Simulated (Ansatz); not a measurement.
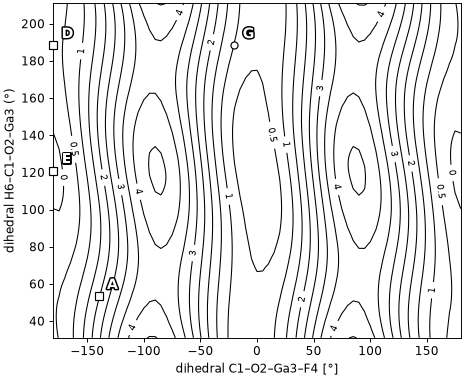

CH₃BrFGaO, SMILES C[O][Ga]([F])[Br]. 
- First axis: dihedral C1–O2–Ga3–F4. Second axis: dihedral H6–C1–O2–Ga3.
- Nothing is relaxed (all other coordinates rigid).
- Grid: 9 × 9 points.
- Energies: kcal/mol, counted from the relaxed molecule at the same level.
- Method: RKS PBE0-D4/def2-SVP (Ansatz 0.2.0).

The picture shows contour lines labelled in kcal/mol (none above 4.5), lettered points. Between grid points the surface is interpolated.

Is G the lowest point of the computed grid?

No. G lies 1.09 kcal/mol above the lowest grid point, which is at dihedral C1–O2–Ga3–F4 = −180°, dihedral H6–C1–O2–Ga3 = 121.0°.

Rank the lettered points by energy, lowest first.

E (−0.12 kcal/mol), D (0.45 kcal/mol), G (0.98 kcal/mol), A (1.95 kcal/mol).
